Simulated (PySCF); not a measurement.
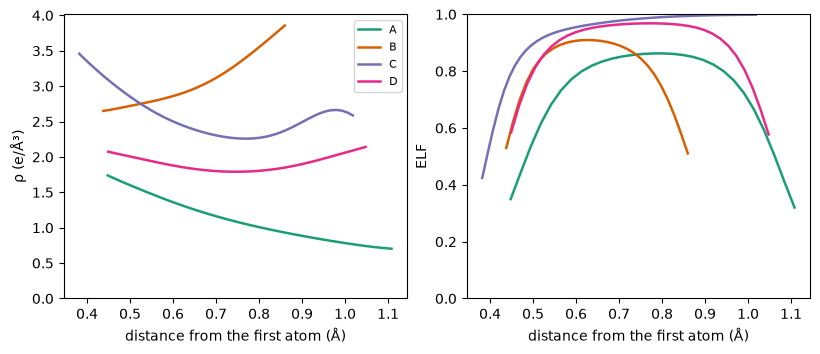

C5H10N2Si (SMILES [H]/N=C/[C@H](N=C)[C@H]1C[SiH2]1). Total electron density and electron localisation function along straight lines between neighbouring atoms. The curves leave out the atomic cores.

Geometry: GFN2-xTB.

These are results of PBE0/def2-SVPD, SCF density, gas phase in PySCF 2.14.0, not measurements.

```yaml
atoms:
  - { symbol: C, position_ang: [1.7896, -1.6831, -0.9876] }
  - { symbol: N, position_ang: [1.3171, -0.5368, -1.1506] }
  - { symbol: C, position_ang: [0.6618, 0.1335, -0.0656] }
  - { symbol: C, position_ang: [1.1411, 1.5495, 0.0087] }
  - { symbol: N, position_ang: [1.1411, 2.1545, 1.1070] }
  - { symbol: C, position_ang: [-0.8311, 0.1598, -0.3692] }
  - { symbol: C, position_ang: [-1.6239, -1.1137, -0.0481] }
  - { symbol: Si, position_ang: [-2.0798, 0.3647, 1.0303] }
  - { symbol: H, position_ang: [1.7858, -2.2268, -0.0349] }
  - { symbol: H, position_ang: [2.2373, -2.1826, -1.8346] }
  - { symbol: H, position_ang: [0.8191, -0.3600, 0.9079] }
  - { symbol: H, position_ang: [1.4439, 1.9702, -0.9581] }
  - { symbol: H, position_ang: [1.4498, 3.1240, 1.0723] }
  - { symbol: H, position_ang: [-1.0266, 0.5857, -1.3474] }
  - { symbol: H, position_ang: [-2.2833, -1.4654, -0.8298] }
  - { symbol: H, position_ang: [-1.0493, -1.9282, 0.3727] }
  - { symbol: H, position_ang: [-1.5881, 0.3940, 2.3916] }
  - { symbol: H, position_ang: [-3.3131, 1.0668, 0.7237] }
```

Q: Which curve belongs to which contact (C–C, C–N, C–Si and N–H)? The first atom named is at distance zero.

A: Curve A: C–Si (1.89 Å): ρ is about 0.84 e/Å³ halfway; the ELF peaks at about 0.85 between the atoms (a covalent bond). Curve B: C–N (1.25 Å): ρ at the midpoint is about 2.9 e/Å³; the ELF peaks at about 0.90 between the atoms; a short, multiple covalent bond. Curve C: N–H (1.02 Å): ρ at the midpoint is about 2.8 e/Å³; the ELF climbs to about 1 towards the hydrogen, as it does in any bond to H; an ordinary covalent bond to hydrogen. Curve D: C–C (1.50 Å): ρ is about 1.8 e/Å³ halfway; the ELF peaks at about 0.95 between the atoms; a shared electron pair.
